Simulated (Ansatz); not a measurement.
Geometry relaxation, with input and output: C$_{2}$H$_{5}$Si (charge +1) (part 1 of 2)

C$_{2}$H$_{5}$Si, charge +1, computed with RKS r2SCAN-D4/def2-SVP (Ansatz 0.2.0).

It belongs to a series of runs on one base structure; here: end point A relaxed. Figures and captions count atoms from 1; the log counts them from 0 in places.

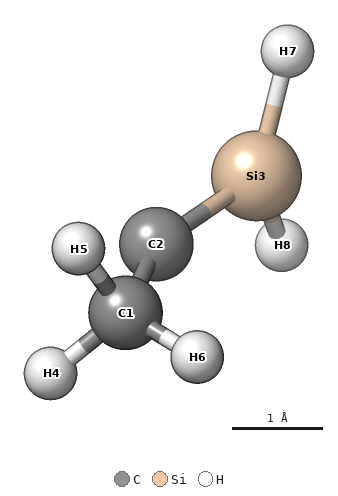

The starting structure (ball-and-stick view, seen at an oblique angle; atoms are numbered from 1 in the order of the input). Bond lengths as drawn: C–C 1.40 Å, C–H 1.09 to 1.11 Å, C–Si 1.77 Å and H–Si 1.45 Å.

Key numbers:

- outcome: converged
- total energy: −10015.4896 eV
- mean-field energy: −10015.4654 eV
- largest force (length of the vector) at the end: 0.015 eV/Å
- hardware: 1 thread of Intel Xeon @ 2.50GHz (Skylake/Cascade Lake), 176 GiB of memory available, shared host
- wall time: 79 s
- peak memory: 0.15 GiB

The input:
```yaml
crystal:
  periodic: [false, false, false]
  atoms:
    - { symbol: C, position_ang: [-0.70274, 1.07277, -0.42106] }
    - { symbol: C, position_ang: [0.04576, -0.102, -0.27355] }
    - { symbol: Si, position_ang: [0.86572, -1.38406, 0.63862] }
    - { symbol: H, position_ang: [-1.46918, 0.96192, -1.20463] }
    - { symbol: H, position_ang: [-0.01177, 1.75756, -0.94936] }
    - { symbol: H, position_ang: [-1.09105, 1.55585, 0.47897] }
    - { symbol: H, position_ang: [2.29305, -1.29097, 0.85657] }
    - { symbol: H, position_ang: [0.0702, -2.57106, 0.87445] }
total_charge: 1
basis:
  gaussian: { orbitals: def2-SVP }
hamiltonian:
  xc: r2scan
  dispersion: d4
relax:
  f_tol: 0.015
  max_steps: 40
output:
  orbitals: {}
```

Run as:
```bash
ansatz run input.yaml --threads 1 --pin off --max-ram 2048MiB --backend cpu --events-out ev --progress --plain --runs-dir out
```

Log:
```
The last accepted step is kept in [file] (removed where the run ends without a failure and the disk answers)
Engine: ansatz 0.2.0, x86_64-unknown-linux-gnu
Functional definition: r2SCAN
  parameter k0 = 0.174
  parameter k1 = 0.065
  parameter a1 = 4.9479
  exchange = r2scan_x(k0 = k0, k1 = k1, a1 = a1)
  correlation = r2scan_c
802 factors; their error is unknown
mean field evaluation 1: about -9999.9785 eV, gradient 7.2e1 eV
mean field evaluation 2: about -9922.7115 eV, gradient 1.6e2 eV
mean field evaluation 4: about -10013.7009 eV, gradient 2.1e1 eV
mean field evaluation 8: about -10015.2742 eV, gradient 6.3e-2 eV
mean field evaluation 16: about -10015.2236 eV, gradient 1.5e-5 eV
mean field -10015.22361015 eV, -368.0526791106 hartree, gradient 1.5e-5 eV, S^2 0.000000; 0 other end points of the search recorded, 0 dependent functions left out
the calculation of the forces begins
reference -10015.22361914 eV, -368.0526794412 hartree; 15, 15 occupied and 56, 56 virtual orbitals, 802 factors
relax step   1: F+E_penalty+E_count = -10015.24789499 eV  Δ(F+E_penalty+E_count) = +0.000e0 eV  max|allowed force component| = 1.117e0 eV/Å  Δτ_max = 0.0000 Å  (28 SCF iters, accepted)
these checks for a lower state are left out or cut short: starts, cluster_reference, orbital_swaps, neighbouring_geometries, increment
802 factors; their error is unknown
mean field -10015.32008128 eV, -368.0562243592 hartree, gradient 1.8e-5 eV, S^2 0.000000; 0 other end points of the search recorded, 0 dependent functions left out
[... from here on the field's lines of each further geometry are left out, up to the last ...]
relax step   2: F+E_penalty+E_count = -10015.34435963 eV  Δ(F+E_penalty+E_count) = -9.646e-2 eV  max|allowed force component| = 6.556e-1 eV/Å  Δτ_max = 0.0877 Å  (28 SCF iters, accepted)
relax step   3: F+E_penalty+E_count = -10015.39032771 eV  Δ(F+E_penalty+E_count) = -4.597e-2 eV  max|allowed force component| = 3.788e-1 eV/Å  Δτ_max = 0.1054 Å  (30 SCF iters, accepted)
relax step   4: F+E_penalty+E_count = -10015.43128849 eV  Δ(F+E_penalty+E_count) = -4.096e-2 eV  max|allowed force component| = 3.265e-1 eV/Å  Δτ_max = 0.2000 Å  (33 SCF iters, accepted)
relax step   5: F+E_penalty+E_count = -10015.43031954 eV  Δ(F+E_penalty+E_count) = +9.690e-4 eV  max|allowed force component| = 5.864e-1 eV/Å  Δτ_max = 0.1814 Å  (29 SCF iters, rejected (line search))
relax step   6: F+E_penalty+E_count = -10015.45826327 eV  Δ(F+E_penalty+E_count) = -2.697e-2 eV  max|allowed force component| = 1.034e-1 eV/Å  Δτ_max = 0.0877 Å  (28 SCF iters, accepted)
relax step   7: F+E_penalty+E_count = -10015.46603835 eV  Δ(F+E_penalty+E_count) = -7.775e-3 eV  max|allowed force component| = 8.689e-2 eV/Å  Δτ_max = 0.0939 Å  (28 SCF iters, accepted)
relax step   8: F+E_penalty+E_count = -10015.46618495 eV  Δ(F+E_penalty+E_count) = -1.466e-4 eV  max|allowed force component| = 1.684e-1 eV/Å  Δτ_max = 0.0182 Å  (30 SCF iters, accepted)
relax step   9: F+E_penalty+E_count = -10015.46800616 eV  Δ(F+E_penalty+E_count) = -1.821e-3 eV  max|allowed force component| = 5.092e-2 eV/Å  Δτ_max = 0.0291 Å  (30 SCF iters, accepted)
relax step  10: F+E_penalty+E_count = -10015.46928394 eV  Δ(F+E_penalty+E_count) = -1.278e-3 eV  max|allowed force component| = 6.126e-2 eV/Å  Δτ_max = 0.0264 Å  (30 SCF iters, accepted)
relax step  11: F+E_penalty+E_count = -10015.47047005 eV  Δ(F+E_penalty+E_count) = -1.186e-3 eV  max|allowed force component| = 8.936e-2 eV/Å  Δτ_max = 0.0569 Å  (30 SCF iters, accepted)
relax step  12: F+E_penalty+E_count = -10015.47167384 eV  Δ(F+E_penalty+E_count) = -1.204e-3 eV  max|allowed force component| = 1.769e-1 eV/Å  Δτ_max = 0.0593 Å  (31 SCF iters, accepted)
relax step  13: F+E_penalty+E_count = -10015.47335459 eV  Δ(F+E_penalty+E_count) = -1.681e-3 eV  max|allowed force component| = 1.332e-1 eV/Å  Δτ_max = 0.1021 Å  (30 SCF iters, accepted)
relax step  14: F+E_penalty+E_count = -10015.47584962 eV  Δ(F+E_penalty+E_count) = -2.495e-3 eV  max|allowed force component| = 1.538e-1 eV/Å  Δτ_max = 0.0584 Å  (30 SCF iters, accepted)
relax step  15: F+E_penalty+E_count = -10015.47683338 eV  Δ(F+E_penalty+E_count) = -9.838e-4 eV  max|allowed force component| = 2.877e-1 eV/Å  Δτ_max = 0.1965 Å  (28 SCF iters, accepted)
relax step  16: F+E_penalty+E_count = -10015.48227402 eV  Δ(F+E_penalty+E_count) = -5.441e-3 eV  max|allowed force component| = 1.940e-1 eV/Å  Δτ_max = 0.0807 Å  (30 SCF iters, accepted)
relax step  17: F+E_penalty+E_count = -10015.48130510 eV  Δ(F+E_penalty+E_count) = +9.689e-4 eV  max|allowed force component| = 3.638e-1 eV/Å  Δτ_max = 0.0780 Å  (28 SCF iters, rejected (line search))
relax step  18: F+E_penalty+E_count = -10015.48435126 eV  Δ(F+E_penalty+E_count) = -2.077e-3 eV  max|allowed force component| = 3.607e-1 eV/Å  Δτ_max = 0.0379 Å  (29 SCF iters, accepted)
relax step  19: F+E_penalty+E_count = -10015.48490581 eV  Δ(F+E_penalty+E_count) = -5.546e-4 eV  max|allowed force component| = 2.122e-1 eV/Å  Δτ_max = 0.0372 Å  (29 SCF iters, accepted)
relax step  20: F+E_penalty+E_count = -10015.46266468 eV  Δ(F+E_penalty+E_count) = +2.224e-2 eV  max|allowed force component| = 8.541e-1 eV/Å  Δτ_max = 0.0854 Å  (29 SCF iters, rejected (line search))
relax step  21: F+E_penalty+E_count = -10015.48948266 eV  Δ(F+E_penalty+E_count) = -4.577e-3 eV  max|allowed force component| = 1.850e-2 eV/Å  Δτ_max = 0.0226 Å  (30 SCF iters, accepted)
relax step  22: F+E_penalty+E_count = -10015.48952624 eV  Δ(F+E_penalty+E_count) = -4.358e-5 eV  max|allowed force component| = 2.206e-2 eV/Å  Δτ_max = 0.0087 Å  (31 SCF iters, accepted)
the calculation of the forces begins
reference -10015.46540204 eV, -368.0615647988 hartree; 15, 15 occupied and 56, 56 virtual orbitals, 802 factors
relax step  23: F+E_penalty+E_count = -10015.48957053 eV  Δ(F+E_penalty+E_count) = -4.429e-5 eV  max|allowed force component| = 1.143e-2 eV/Å  Δτ_max = 0.0030 Å  (22 SCF iters, accepted)
802 factors; their error is unknown
mean field evaluation 192: about -10015.4654 eV, gradient 1.2e-5 eV
```

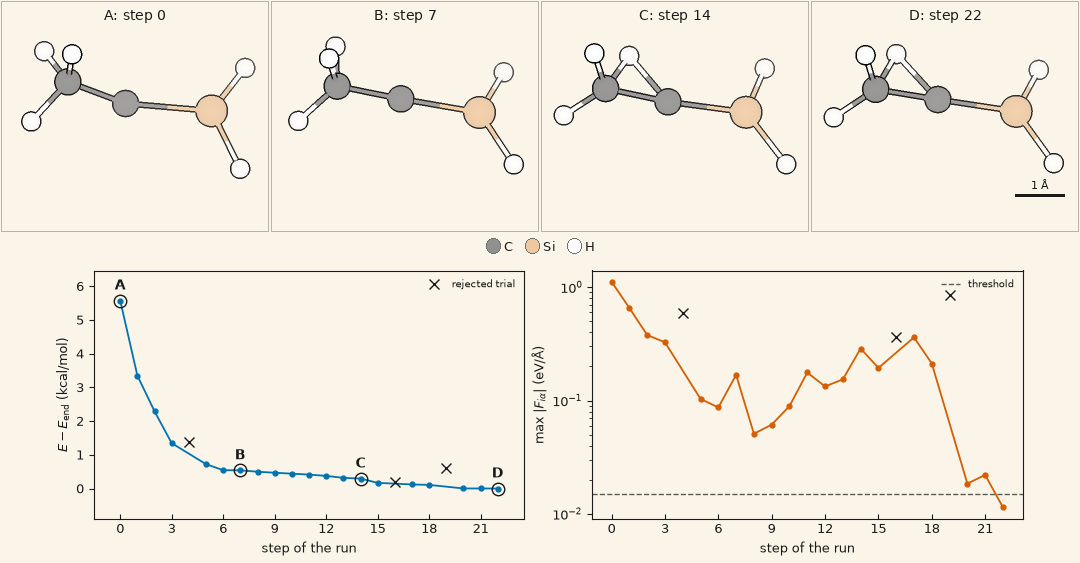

Frames of the relaxation (ball-and-stick view, seen at a tilt) above the curves, on which the letters mark them (the first geometry is step 0 here and step 1 in the log).

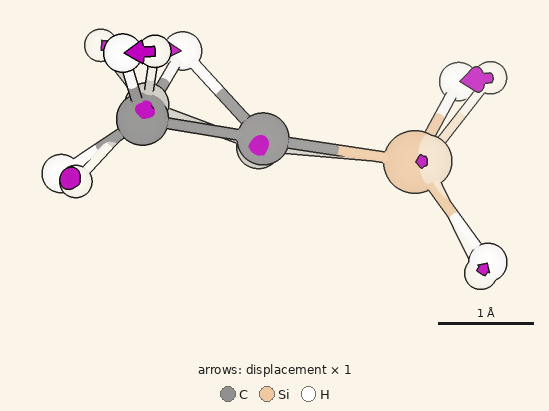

Start (faint) and end (solid) with the displacements as pink arrows, at true length (ball-and-stick view, seen at a tilt). The two geometries are laid on each other by the best rigid fit. After 22 geometry steps the energy has fallen by 5.57 kcal/mol. Largest force component: 1.1 eV/Å at the start, 0.011 eV/Å at the end. The line search rejected the trial steps at points 4, 16, 19 (counted from 0) and went back. The largest move after the best rigid fit is that of H5, 0.86 Å. By element the largest moves are H 0.86 Å, C 0.35 Å, Si 0.13 Å. Distances before and after: C2–H5 1.979 → 1.354 Å, C1–H5 1.107 → 1.273 Å, C2–Si3 1.774 → 1.722 Å, C1–C2 1.401 → 1.363 Å. Among the angles that change: C2–C1–H5 103.6° → 61.7°, C1–C2–Si3 155.1° → 179.1°, C2–C1–H4 111.2° → 121.5°. (Atoms are counted from 1 in the order of the input.)

```
mean field -10015.46539313 eV, -368.0615644714 hartree, gradient 2.0e-5 eV, S^2 0.000000; 1 other end points of the search recorded, 0 dependent functions left out
the calculation of the forces begins
reference -10015.46540204 eV, -368.0615647988 hartree; 15, 15 occupied and 56, 56 virtual orbitals, 802 factors
Total energy: -10015.48957943 eV, -368.0624533015 hartree
Atom 0 at    -0.928954     1.008253    -0.406377 Å, force     0.008437     0.004255    -0.011427 eV/Å
Atom 1 at    -0.148349    -0.028924     0.010385 Å, force     0.003230     0.000050     0.003084 eV/Å
Atom 2 at     0.858812    -1.324067     0.532857 Å, force    -0.000361    -0.000593    -0.000215 eV/Å
Atom 3 at    -1.285332     1.079024    -1.449610 Å, force    -0.004354     0.001318     0.004785 eV/Å
Atom 4 at     0.335408     1.146390    -0.456794 Å, force    -0.002282    -0.004479     0.002162 eV/Å
Atom 5 at    -1.292934     1.776820     0.298447 Å, force    -0.004446     0.000345     0.001160 eV/Å
Atom 6 at     2.319057    -1.135628     0.463594 Å, force    -0.001119     0.000427    -0.000132 eV/Å
Atom 7 at     0.142282    -2.521858     1.007507 Å, force     0.000896    -0.001321     0.000582 eV/Å
Dipole moment:     0.011998     0.297788    -0.118502 e Å
```

Trajectory as extended XYZ (Å, eV, eV/Å), 23 frames, from step=1 to step=23:
```
8
Properties=species:S:1:pos:R:3:forces:R:3 step=1 energy=-10015.24790
C    -0.7027    1.0728   -0.4211   -0.0979  -0.3913   0.0234
C     0.0458   -0.1020   -0.2736    0.4524  -0.7224   1.1167
Si    0.8657   -1.3841    0.6386   -0.6622   1.0761  -0.6250
H    -1.4692    0.9619   -1.2046   -0.2293   0.0059  -0.4002
H    -0.0118    1.7576   -0.9494    0.3523   0.3337  -0.3219
H    -1.0911    1.5558    0.4790   -0.0752   0.1235   0.2912
H     2.2931   -1.2910    0.8566    0.6428   0.0923  -0.0655
H     0.0702   -2.5711    0.8744   -0.3828  -0.5178  -0.0186
8
Properties=species:S:1:pos:R:3:forces:R:3 step=2 energy=-10015.34436
C    -0.7119    1.0740   -0.4122   -0.0364  -0.3116  -0.0956
C     0.0320   -0.0963   -0.1871    0.0689  -0.0970   0.6556
Si    0.8566   -1.3688    0.6927   -0.1506   0.3479  -0.3976
H    -1.4430    0.9443   -1.2411   -0.0133  -0.0036  -0.0768
H     0.0131    1.7421   -0.9444    0.1587   0.0802  -0.0692
H    -1.1334    1.5953    0.4615    0.0080   0.0259   0.0271
H     2.3267   -1.2924    0.7834    0.0714   0.0577  -0.0403
H     0.0599   -2.5982    0.8472   -0.1067  -0.0995  -0.0032
8
Properties=species:S:1:pos:R:3:forces:R:3 step=3 energy=-10015.39033
C    -0.7241    1.0702   -0.3984    0.0041  -0.2299  -0.2419
C     0.0089   -0.0865   -0.0847   -0.2230   0.3788   0.1922
Si    0.8580   -1.3717    0.7016    0.1731  -0.1493  -0.1946
H    -1.3983    0.9187   -1.2806    0.1020   0.0305   0.1808
H     0.0557    1.7114   -0.9113   -0.0106  -0.0848   0.1223
H    -1.1874    1.6368    0.4323    0.0837  -0.0562  -0.1174
H     2.3438   -1.2716    0.6971   -0.1954   0.0039   0.0295
H     0.0435   -2.6073    0.8442    0.0662   0.1069   0.0290
8
Properties=species:S:1:pos:R:3:forces:R:3 step=4 energy=-10015.43129
C    -0.7919    1.0372   -0.4034    0.2101   0.2715   0.0787
C    -0.0697   -0.0738    0.0257   -0.0043   0.3265  -0.1434
Si    0.8916   -1.3819    0.5873   -0.0899  -0.2315   0.0429
H    -1.3895    0.9432   -1.3311    0.0589  -0.0444  -0.0357
H     0.1421    1.5911   -0.7769   -0.0605  -0.2211   0.0338
H    -1.2136    1.7202    0.3571   -0.1561  -0.1737   0.0247
H     2.3584   -1.2589    0.6611    0.0352   0.0742  -0.0901
H     0.0726   -2.5770    0.8802    0.0066  -0.0015   0.0890
8
Properties=species:S:1:pos:R:3:forces:R:3 step=5 energy=-10015.43032 accepted=F
C    -0.8067    1.0365   -0.4134    0.0956   0.3747  -0.1049
C    -0.0961   -0.0558    0.0714    0.2899   0.0214  -0.1872
Si    0.8937   -1.4016    0.5270   -0.5113  -0.1328   0.1345
H    -1.2708    0.9787   -1.4291    0.1216  -0.0654   0.3798
H     0.2180    1.5830   -0.6178   -0.5864  -0.3545   0.2675
H    -1.3654    1.6641    0.3276    0.3489  -0.1453  -0.3420
H     2.3642   -1.2711    0.4803   -0.0336   0.0504   0.0140
H     0.0631   -2.5339    1.0541    0.2753   0.2516  -0.1616
8
Properties=species:S:1:pos:R:3:forces:R:3 step=6 energy=-10015.45826
C    -0.7885    1.0451   -0.4083    0.0074   0.0574  -0.0092
C    -0.0666   -0.0607    0.0269   -0.0613   0.0514  -0.0106
Si    0.8783   -1.3937    0.5703   -0.0084  -0.0611   0.0173
H    -1.3360    0.9495   -1.3688    0.0790   0.0343   0.0594
H     0.1775    1.5921   -0.7101   -0.1034  -0.0824   0.0713
H    -1.2789    1.6842    0.3538    0.0666  -0.0773  -0.0999
H     2.3485   -1.2466    0.5749   -0.0304   0.0055  -0.0315
H     0.0656   -2.5699    0.9613    0.0505   0.0721   0.0032
8
Properties=species:S:1:pos:R:3:forces:R:3 step=7 energy=-10015.46604
C    -0.8008    1.0367   -0.4156   -0.0402  -0.0829  -0.0627
C    -0.0876   -0.0681    0.0257   -0.0099   0.0869   0.0008
Si    0.8769   -1.3884    0.5598   -0.0230  -0.0707   0.0294
H    -1.2914    0.9730   -1.4044   -0.0058   0.0370   0.0133
H     0.1980    1.5668   -0.6220    0.0217  -0.0078   0.0141
H    -1.3117    1.6680    0.3330    0.0146   0.0280   0.0112
H     2.3438   -1.2478    0.5038    0.0166   0.0201  -0.0037
H     0.0729   -2.5401    1.0198    0.0260  -0.0107  -0.0024
```
